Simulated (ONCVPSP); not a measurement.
## Eu: pseudopotential generation

System: europium (Eu, Z = 63), core [Kr] 4d10 4f6, reference valence 5s2 5p6 5d1 6s1.75 6p0.25, valence charge 11.
Method: ONCV potential, LDA (Perdew-Wang 92), scalar-relativistic, made with ONCVPSP 4.0.1.

**Results in brief**

- outcome: generated
- cutoffs needed: 13 Ha and 15 Ha (the cutoffs at which the residual kinetic energy of the hardest occupied pseudo-wave falls to 1 and 0.1 mHa per electron)
- ghost test: no bound ghost flagged; GHOST(+) flagged for s at 176.4 eV (flags above 300 eV left out)
- largest excitation error: -26 meV (all-electron minus pseudo) for 5s2 5p6 5d0 6s2 6p0, out of 4 test configurations
- rms error of d²Exc/dni dnj: 4.53 mHa without and 1.91 mHa with the model core
- range over which the phases arctan(r R′/R) at the test radius agree within 0.05 rad (a looser test near the poles than one of phase shifts): s: up to about 5.0 Ha; p: over the whole range computed; d: over the whole range computed; f: between about -0.1 and 0.4 Ha
- hardware: 1 CPU thread, shared host
- wall time: 4.7 s

**Notes**

The open f shell is frozen into the core, so the potential fits one valence alone and carries no f magnetism.

**The input**
```
# ATOM AND REFERENCE CONFIGURATION
# atsym  z   nc   nv     iexc    psfile
  Eu 63.00   10    5  -001012      upf
#
#   n    l    f
    1    0    2.00
    2    0    2.00
    2    1    6.00
    3    0    2.00
    3    1    6.00
    3    2   10.00
    4    0    2.00
    4    1    6.00
    4    2   10.00
    4    3    6.00
    5    0    2.00
    5    1    6.00
    5    2    1.00
    6    0    1.75
    6    1    0.25
#
# PSEUDOPOTENTIAL AND OPTIMIZATION
# lmax
    3
#
#   l,   rc,      ep,       ncon, nbas, qcut
    0    2.20    0.00    4    8    6.40
    1    2.20    0.00    3    7    5.90
    2    2.55    0.00    4    8    4.20
    3    2.40    0.19    4    7    5.10
#
# LOCAL POTENTIAL
# lloc, lpopt,  rc(5),   dvloc0
    4    2    1.45    0.00
#
# VANDERBILT-KLEINMAN-BYLANDER PROJECTORs
# l, nproj, debl
    0    2    3.70
    1    2    1.20
    2    2    3.30
    3    2    1.90
#
# MODEL CORE CHARGE
# icmod, fcfact, rcfact
    3    6.60    1.60
#
# LOG DERIVATIVE ANALYSIS
# epsh1, epsh2, depsh
   -3.00    5.00    0.02
#
# OUTPUT GRID
# rlmax, drl
    6.00    0.01
#
# TEST CONFIGURATIONS
# ncnf
    4
# nvcnf
#   n    l    f
    5
    5    0    2.00
    5    1    6.00
    5    2    1.00
    6    0    2.00
    6    1    0.00
#
    5
    5    0    2.00
    5    1    6.00
    5    2    1.00
    6    0    1.00
    6    1    0.00
#
    5
    5    0    2.00
    5    1    6.00
    5    2    1.00
    6    0    0.00
    6    1    0.00
#
    5
    5    0    2.00
    5    1    6.00
    5    2    0.00
    6    0    2.00
    6    1    0.00
#
```

Run as:
```bash
oncvpsp.x < Eu.dat > Eu.out
```

**The program's output (extracts)**
```
ONCVPSP  (Optimized Norm-Conservinng Vanderbilt PSeudopotential)
scalar-relativistic version 4.0.1

#   n    l    f        energy (Ha)
    1    0    2.00    -1.7761570E+03
    2    0    2.00    -2.9192807E+02
    2    1    6.00    -2.6023498E+02
    3    0    2.00    -6.4454116E+01
    3    1    6.00    -5.4591506E+01
    3    2   10.00    -4.1374965E+01
    4    0    2.00    -1.2994001E+01
    4    1    6.00    -9.7423678E+00
    4    2   10.00    -5.2103098E+00
    4    3    6.00    -3.2719414E-01
    5    0    2.00    -1.7892222E+00
    5    1    6.00    -9.9443875E-01
    5    2    1.00    -1.1242450E-01
    6    0    1.75    -1.6174866E-01
    6    1    0.25    -5.7299637E-02

Reference configufation results
  iterations    34
  all-electron total energy (Ha)   -1.08365286D+04

Begin loop to  construct optimized pseudo wave functions
and semi-local pseudopoentials for all angular momenta

Calculating optimized projector #   1

 for l=   0

    Fraction of norm inside rc  0.954201
    Optimizing pswf for qcut=   6.40 a_B^-1,  ecut=  20.46 Ha
    Residual kinetic energy error=  9.07D-08 Ha

    Energy error per electron        Cutoff
         Ha          eV             Ha
         0.01000     0.27211        9.30
         0.00100     0.02721       12.66
         0.00010     0.00272       15.13
         0.00001     0.00027       17.04

Calculating optimized projector #   2

 for l=   0

    Fraction of norm inside rc  0.067440
    Optimizing pswf for qcut=   6.40 a_B^-1,  ecut=  20.46 Ha
    Residual kinetic energy error=  1.33D-07 Ha

    Energy error per electron        Cutoff
         Ha          eV             Ha
         0.01000     0.27211        6.88
         0.00100     0.02721       11.30
         0.00010     0.00272       14.49
         0.00001     0.00027       16.85

Calculating optimized projector #   1

 for l=   1

    Fraction of norm inside rc  0.869095
    Optimizing pswf for qcut=   5.91 a_B^-1,  ecut=  17.44 Ha
    Residual kinetic energy error=  7.67D-07 Ha

    Energy error per electron        Cutoff
         Ha          eV             Ha
         0.01000     0.27211        4.96
         0.00100     0.02721        6.93
         0.00010     0.00272       12.38
         0.00001     0.00027       14.87

Calculating optimized projector #   2

 for l=   1

    Fraction of norm inside rc  0.028521
    Optimizing pswf for qcut=   5.91 a_B^-1,  ecut=  17.44 Ha
    Residual kinetic energy error=  2.33D-07 Ha

    Energy error per electron        Cutoff
         Ha          eV             Ha
         0.01000     0.27211        3.38
         0.00100     0.02721        5.10
         0.00010     0.00272        8.76
         0.00001     0.00027       13.58

   Wellstate for l =  2  n =  8
     eigenvalue =   3.1876
     asymptotic potential =   3.6876
     half-point radius =  4.4990

Calculating optimized projector #   1

 for l=   2

    Fraction of norm inside rc  0.508792
    Optimizing pswf for qcut=   4.20 a_B^-1,  ecut=   8.81 Ha
    Residual kinetic energy error=  1.35D-04 Ha

    Energy error per electron        Cutoff
         Ha          eV             Ha
         0.01000     0.27211        5.39
         0.00100     0.02721        7.29
         0.00010     0.00272        9.63
         0.00001     0.00027       31.15

Calculating optimized projector #   2

 for l=   2

    Fraction of norm inside rc  0.182962
    Optimizing pswf for qcut=   4.20 a_B^-1,  ecut=   8.81 Ha
    Residual kinetic energy error=  4.05D-03 Ha

    Energy error per electron        Cutoff
         Ha          eV             Ha
         0.01000     0.27211        7.94
         0.00100     0.02721       12.25
         0.00010     0.00272       37.39
         0.00001     0.00027       46.31

   Wellstate for l =  3  n =  5
     eigenvalue =   0.1900
     asymptotic potential =   0.6900
     half-point radius = 10.8751

   Wellstate for l =  3  n =  7
     eigenvalue =   2.0900
     asymptotic potential =   2.5900
     half-point radius =  5.0993

Calculating optimized projector #   1

 for l=   3

    Fraction of norm inside rc  0.010815
    Optimizing pswf for qcut=   5.10 a_B^-1,  ecut=  13.01 Ha
    Residual kinetic energy error=  2.50D-04 Ha

    Energy error per electron        Cutoff
         Ha          eV             Ha
         0.01000     0.27211        4.92
         0.00100     0.02721       10.74
         0.00010     0.00272       20.13
         0.00001     0.00027       34.35

Calculating optimized projector #   2

 for l=   3

    Fraction of norm inside rc  0.198622
    Optimizing pswf for qcut=   5.10 a_B^-1,  ecut=  13.01 Ha
    Residual kinetic energy error=  2.14D-01 Ha

    Energy error per electron        Cutoff
         Ha          eV             Ha
         0.01000     0.27211       41.20
         0.00100     0.02721       47.87
         0.00010     0.00272       63.85
         0.00001     0.00027       96.43

Construct Vanderbilt / Kleinmman-Bylander projectors

B matrix Hermiticity error, ll=   0
   1   2    1.3608E-04

  Orthonormal projector coefficients  5.7662E+00  9.4510E-01

B matrix Hermiticity error, ll=   1
   1   2    4.6526E-05

  Orthonormal projector coefficients  2.9830E+00  6.9383E-01

B matrix Hermiticity error, ll=   2
   1   2    1.3668E-04

  Orthonormal projector coefficients  4.2766E+00  1.0088E+00

B matrix Hermiticity error, ll=   3
   1   2   -2.8616E-05

  Orthonormal projector coefficients  7.9758E+00 -7.6483E+00

Model core correction analysis
  based on d2Exc/dn_idn_j

d2excae - all-electron derivatives

   -2.354795D-02   -2.098849D-02   -8.697076D-03   -1.924655D-03
   -8.750866D-04
   -2.098848D-02   -2.114043D-02   -1.186565D-02   -3.336460D-03
   -1.194662D-03
   -8.697044D-03   -1.186546D-02   -1.662369D-02   -1.436759D-02
   -8.574003D-03
   -1.924599D-03   -3.336111D-03   -1.436376D-02   -2.246093D-02
   -1.830229D-02
   -8.751021D-04   -1.194626D-03   -8.563663D-03   -1.827970D-02
   -2.624764D-02

d2excps - pseudofunction derivatives with no core correction

   -3.863772D-02   -3.105870D-02   -1.106426D-02   -3.184208D-03
   -1.422130D-03
   -3.105963D-02   -2.843538D-02   -1.410374D-02   -4.214210D-03
   -1.577066D-03
   -1.106451D-02   -1.410367D-02   -1.807682D-02   -1.487535D-02
   -8.758957D-03
   -3.184387D-03   -4.213885D-03   -1.487142D-02   -2.294202D-02
   -1.850117D-02
   -1.422253D-03   -1.577063D-03   -8.748626D-03   -1.847869D-02
   -2.635552D-02

rms 2nd derivative error    4.532570E-03

rmatch, rhocmatch    1.1461    4.5567

Teter function model core charge with specified parameters

d2excps - pseudofunction derivatives with core correction

   -1.873132D-02   -1.658245D-02   -7.188440D-03   -1.810590D-03
   -7.437093D-04
   -1.658242D-02   -1.675690D-02   -1.023455D-02   -3.270681D-03
   -1.092888D-03
   -7.188297D-03   -1.023419D-02   -1.613138D-02   -1.456742D-02
   -8.636292D-03
   -1.810506D-03   -3.270277D-03   -1.456346D-02   -2.277152D-02
   -1.844259D-02
   -7.437089D-04   -1.092840D-03   -8.625952D-03   -1.842010D-02
   -2.632705D-02

rms 2nd derivative error    1.914971E-03

Pseudoatom total energy  -37.029921

Diagnostic tests using Vanderbilt-Kleinman-Bylander pseudopotentials
  1 or more projectors used as specified by nproj input data

   l    rcore       rmatch      e in        delta e   norm test  slope test

   0   2.2130796   2.2802735  -1.7892222   0.0000011   1.0001331   1.0001264
   0   2.2130796   2.2802735  -0.1617487   0.0000015   1.0000252   1.0000206

   1   2.2130796   2.2802735  -0.9944387   0.0000045   1.0001023   1.0001124
   1   2.2130796   2.2802735  -0.0572996   0.0000011   1.0000336   1.0000278

   2   2.5547510   2.6323188  -0.1124245   0.0000003   1.0000213   1.0000251
   2   2.5547510   2.6323188   3.1875755   0.0000284   1.0001495   1.0001495

   3   2.4064053   2.4794690   0.1900000   0.0000052   0.9997572   0.9997572
run_diag: lschvkbbe ERROR   2   4   3  60  2.09000000E+00  1.83100000E+00
   3   2.4064053   2.4794690   2.0900000  -0.2590000   1.8142626   4.5695628

 Testing for bound ghosts
   n   l    E NL Schr. Eq   E Basis Diag.   E Cutoff

   1   0       -1.789221       -1.789221     54.03
   2   0       -0.161747       -0.136148     54.03

   2   1       -0.994434       -0.994433     45.64
   3   1       -0.057299        0.018802     45.64

   3   2       -0.112424       -0.109666     52.70

 Testing for highly-localized positive-energy ghosts
       l    <radius>/rc     E Basis Diag.   E Cutoff

       0        0.890601        6.482524     54.03  WARNING - GHOST(+)

       3        0.981767       28.439787     50.32  WARNING - GHOST(+)

Test configuration 0

   n   l     f        eae           eps        diff
   1   0  2.0000-1776.15699075
   2   0  2.0000 -291.92806918
   2   1  6.0000 -260.23497975
   3   0  2.0000  -64.45411603
   3   1  6.0000  -54.59150642
   3   2 10.0000  -41.37496515
   4   0  2.0000  -12.99400072
   4   1  6.0000   -9.74236779
   4   2 10.0000   -5.21030980
   4   3  6.0000   -0.32719414
   5   0  2.0000   -1.78922221   -1.78922114    1.07D-06
   5   1  6.0000   -0.99443875   -0.99443423    4.51D-06
   5   2  1.0000   -0.11242450   -0.11242416    3.42D-07
   6   0  1.7500   -0.16174866   -0.16174716    1.50D-06
   6   1  0.2500   -0.05729964   -0.05729857    1.06D-06

    Total energies and differences
      AE_ref= -1.08365286D+04  AE_tst= -1.08365286D+04  dif=  0.00D+00
      PS_ref= -3.70299207D+01  PS_tst= -3.70299207D+01  dif=  0.00D+00
      PSP excitation error=  0.00D+00

Test configuration 1

   n   l     f        eae           eps        diff
   1   0  2.0000-1776.14472639
   2   0  2.0000 -291.91590870
   2   1  6.0000 -260.22282095
   3   0  2.0000  -64.44197947
   3   1  6.0000  -54.57937047
   3   2 10.0000  -41.36282920
   4   0  2.0000  -12.98183105
   4   1  6.0000   -9.73019338
   4   2 10.0000   -5.19813173
   4   3  6.0000   -0.31503966
   5   0  2.0000   -1.77700843   -1.77677373    2.35D-04
   5   1  6.0000   -0.98236426   -0.98221414    1.50D-04
   5   2  1.0000   -0.10260611   -0.10258553    2.06D-05
   6   0  2.0000   -0.15443554   -0.15443294    2.60D-06

    Total energies and differences
      AE_ref= -1.08365286D+04  AE_tst= -1.08365545D+04  dif= -2.59D-02
      PS_ref= -3.70299207D+01  PS_tst= -3.70558670D+01  dif= -2.59D-02
      PSP excitation error=  4.99D-06

Test configuration 2

   n   l     f        eae           eps        diff
   1   0  2.0000-1776.37988548
   2   0  2.0000 -292.14997130
   2   1  6.0000 -260.45695515
   3   0  2.0000  -64.67567888
   3   1  6.0000  -54.81307786
   3   2 10.0000  -41.59652939
   4   0  2.0000  -13.21562838
   4   1  6.0000   -9.96401871
   4   2 10.0000   -5.43196391
   4   3  6.0000   -0.54864960
   5   0  2.0000   -2.01074324   -2.01212098   -1.38D-03
   5   1  6.0000   -1.21538440   -1.21626917   -8.85D-04
   5   2  1.0000   -0.31945610   -0.31958143   -1.25D-04
   6   0  1.0000   -0.34597042   -0.34593133    3.91D-05

    Total energies and differences
      AE_ref= -1.08365286D+04  AE_tst= -1.08363064D+04  dif=  2.22D-01
      PS_ref= -3.70299207D+01  PS_tst= -3.68076607D+01  dif=  2.22D-01
      PSP excitation error= -3.93D-05

Test configuration 3

   n   l     f        eae           eps        diff
   1   0  2.0000-1776.65393825
   2   0  2.0000 -292.42233747
   2   1  6.0000 -260.72943992
   3   0  2.0000  -64.94718603
   3   1  6.0000  -55.08460124
   3   2 10.0000  -41.86808609
   4   0  2.0000  -13.48726758
   4   1  6.0000  -10.23571743
   4   2 10.0000   -5.70369958
   4   3  6.0000   -0.81984057
   5   0  2.0000   -2.28189543   -2.28627689   -4.38D-03
   5   1  6.0000   -1.48455012   -1.48746471   -2.91D-03
   5   2  1.0000   -0.56532919   -0.56581023   -4.81D-04

    Total energies and differences
      AE_ref= -1.08365286D+04  AE_tst= -1.08358579D+04  dif=  6.71D-01
      PS_ref= -3.70299207D+01  PS_tst= -3.63592084D+01  dif=  6.71D-01
      PSP excitation error= -9.04D-06

Test configuration 4

   n   l     f        eae           eps        diff
   1   0  2.0000-1776.46272245
   2   0  2.0000 -292.23637719
   2   1  6.0000 -260.54324774
   3   0  2.0000  -64.75981838
   3   1  6.0000  -54.89724350
   3   2 10.0000  -41.68121551
   4   0  2.0000  -13.29994883
   4   1  6.0000  -10.04855699
   4   2 10.0000   -5.51697479
   4   3  6.0000   -0.63292511
   5   0  2.0000   -2.09457165   -2.09887621   -4.30D-03
   5   1  6.0000   -1.29364629   -1.29793552   -4.29D-03
   6   0  2.0000   -0.37795973   -0.37843469   -4.75D-04

    Total energies and differences
      AE_ref= -1.08365286D+04  AE_tst= -1.08363220D+04  dif=  2.07D-01
      PS_ref= -3.70299207D+01  PS_tst= -3.68223981D+01  dif=  2.08D-01
      PSP excitation error= -9.52D-04
```

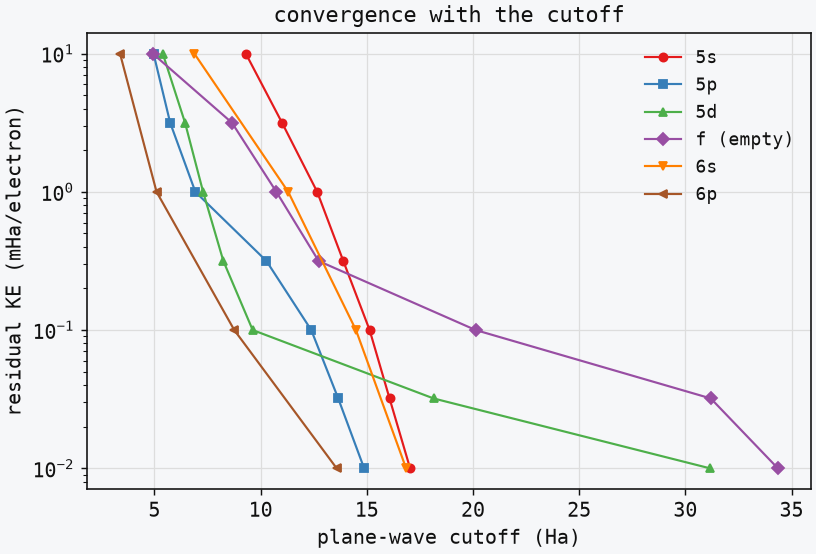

Residual kinetic energy of the pseudo-waves (the first of each channel, and further valence shells) beyond the plane-wave cutoff, as the generator prints it.

- Cutoffs for 1 mHa per electron: 5s: 13 Ha; 6s: 11 Ha; f (empty): 11 Ha; 5d: 7.3 Ha; 5p: 6.9 Ha; 6p: 5.1 Ha.
- Cutoffs for the occupied states: 13 Ha for 1 mHa and 15 Ha for 0.1 mHa per electron. The first is set by 5s.

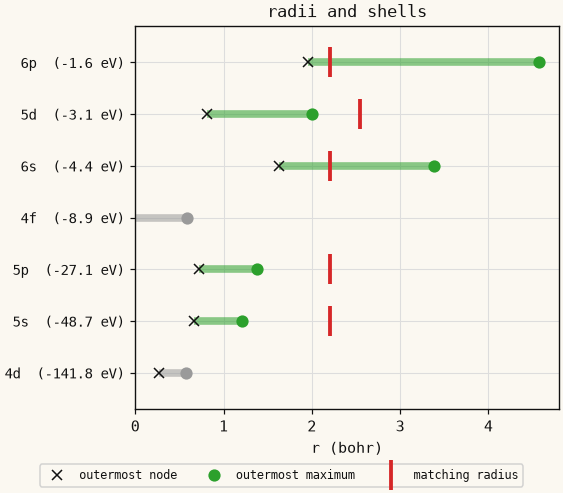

Outer shells of the all-electron reference atom: each bar runs from the outermost node (or the nucleus) to the outermost maximum of u(r); the tick is the radius chosen for the pseudo-wave. Shells without a tick have no pseudo-wave of their own. Levels, nodes and maxima are from ld1.x, scalar-relativistic.

- Radii against the shells: 5s: 2.20 bohr, outside the maximum; 5p: 2.20 bohr, outside the maximum; 6s: 2.20 bohr, between node and maximum; 5d: 2.55 bohr, outside the maximum; 6p: 2.20 bohr, between node and maximum.

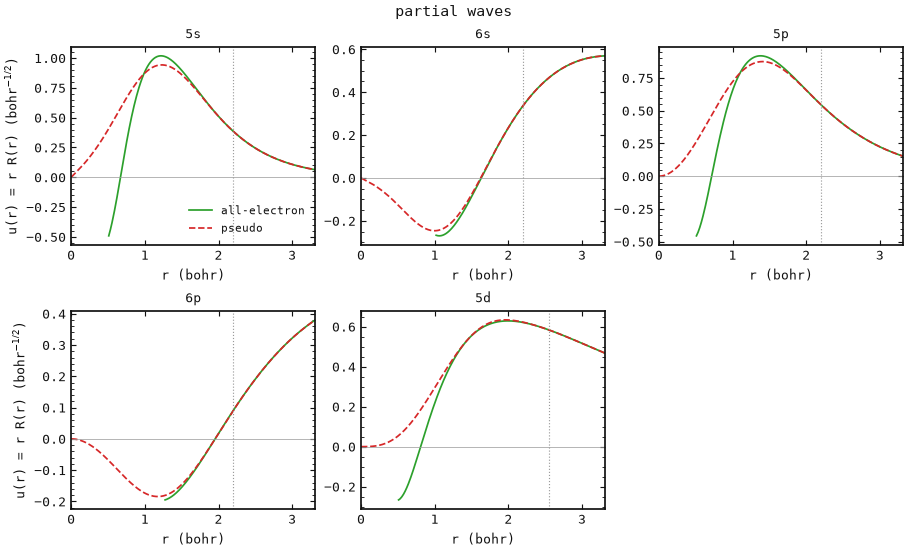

Partial waves u(r) = r R(r), all-electron (solid) and pseudo (dashed). Dotted lines mark the matching radii. The innermost oscillations of some all-electron curves aren't drawn. Pseudo-waves: 5s has no node; 6s has a node at about 1.6 bohr; 5p has no node; 6p has a node at about 2.0 bohr; 5d has no node. A node in 6s and 6p is expected, since a lower shell of the same l is also in the valence and the two must stay orthogonal.

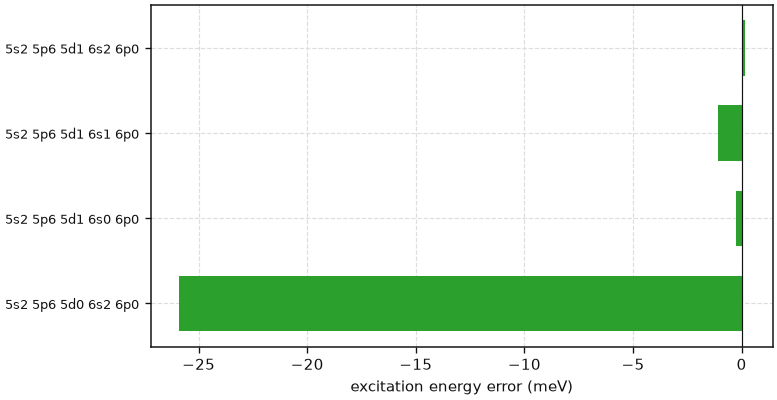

Errors, all-electron minus pseudo, of the energies of valence configurations relative to the unpolarised reference 5s2 5p6 5d1 6s1.75 6p0.25.

- Worst configuration: 5s2 5p6 5d0 6s2 6p0 (charge +1): the error is -26 meV on an all-electron energy of +5.62 eV relative to the reference, or 0.46 %.
- Configurations within 10 meV and within 50 meV: 3 and 4 of 4.
- Errors in meV: 5s2 5p6 5d1 6s2 6p0: +0.1; 5s2 5p6 5d1 6s1 6p0: -1.1; 5s2 5p6 5d1 6s0 6p0: -0.2; 5s2 5p6 5d0 6s2 6p0: -26.
